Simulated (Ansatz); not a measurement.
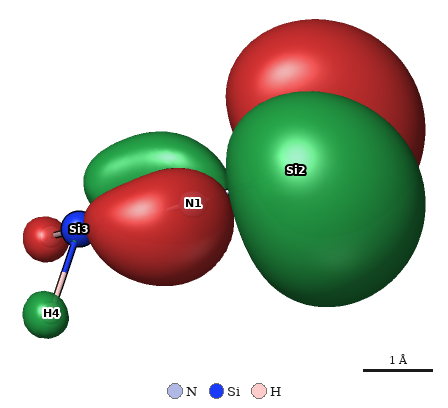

H2NSi2 (SMILES [Si]=N[SiH2]) (doublet). The LUMO (α) at ±0.08 Å⁻³ᐟ² (green and red are the two phases), seen at an oblique angle.

Geometry: r2SCAN-D4/def2-SVP.

The calculation used Ansatz 0.2.0, isolated molecule in a Gaussian basis; Kohn-Sham density functional theory, functional PBE0.

```xyz
5

N    -1.0389    0.3072    0.3671
Si   -2.4017    0.8262   -0.2708
Si    0.4773   -0.1045    1.0292
H     1.1977   -1.1417    0.2273
H     0.3934   -0.4967    2.4703
```

> What is the character of this orbital?

Its weight (Hirshfeld) is mainly on Si2 (about 80 %) and N1 (about 15 %). Its energy is −1.86 eV.
